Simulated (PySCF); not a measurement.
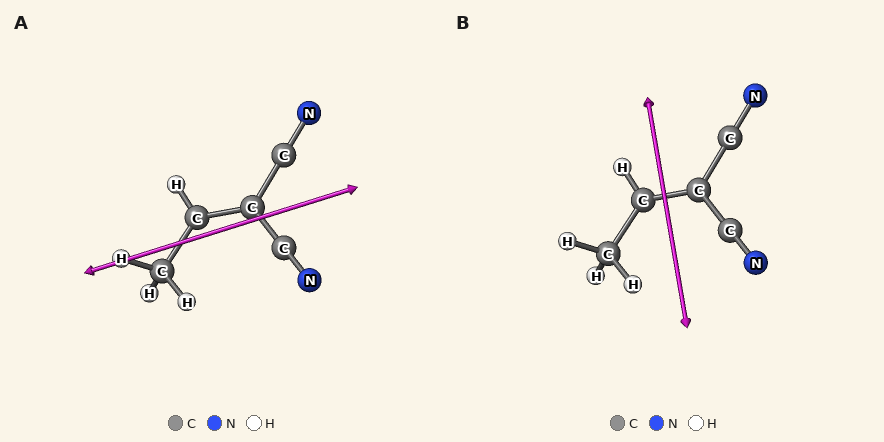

The double arrows show the directions of two transition dipoles from the ground state (lengths mean nothing). The computed structure is the end point of a GFN2-xTB optimisation. No frequency run is at hand to confirm it as a minimum. Properties computed with TDDFT PBE0/def2-SVPD, vertical, gas phase, core orbitals frozen in the response (PySCF 2.14.0).

One belongs to singlet state 1 and one to singlet state 5. Which is which?

A: state 1, 5.67 eV (219 nm), oscillator strength 0.36, mainly HOMO → LUMO (weight 0.95).
B: state 5, 6.77 eV (183 nm), oscillator strength 0.044, mainly HOMO−2 → LUMO (weight 0.90).
